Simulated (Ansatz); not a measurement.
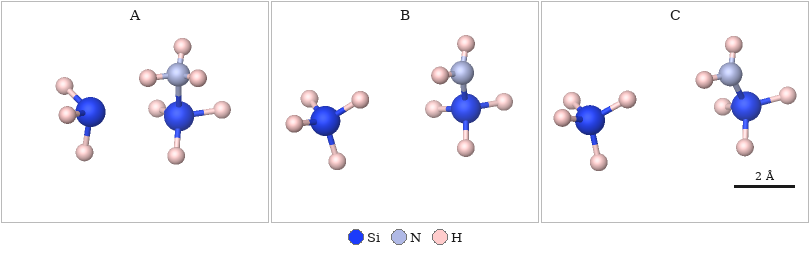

3 geometries from a converged minimum-energy path of Si₂NH₉, made up at the start of SiNH₅ and SiH₄, shuffled. The picture is a ball-and-stick view, seen at a tilt.

The calculation used Ansatz, RKS BLYP/def2-mTZVP. Run with 7 movable images; climbing image; force threshold 0.03 eV/Å; iteration limit 60; starting path through a guess of the saddle point.

> Which frame is the transition state?

A. In order along the path, whose images run from 0 to 8: C (image 1, 0.00 eV), B (image 2, +0.01 eV), A (image 5, +2.06 eV). Breaking: N–Si (1.75 → 3.28 Å), H–Si (1.49 → 3.45 Å). Forming: H–N (3.51 → 1.03 Å), Si–Si (5.88 → 2.36 Å).

Limits of the set-up: the start holds two separate molecules, 2.5 Å apart at their closest, whose relative position is a soft coordinate and is computed without a dispersion correction.

The run took 3.3 min on 2 threads of Intel(R) Xeon(R) 6975P-C (Granite Rapids), on a shared host, peak memory 0.14 GiB.
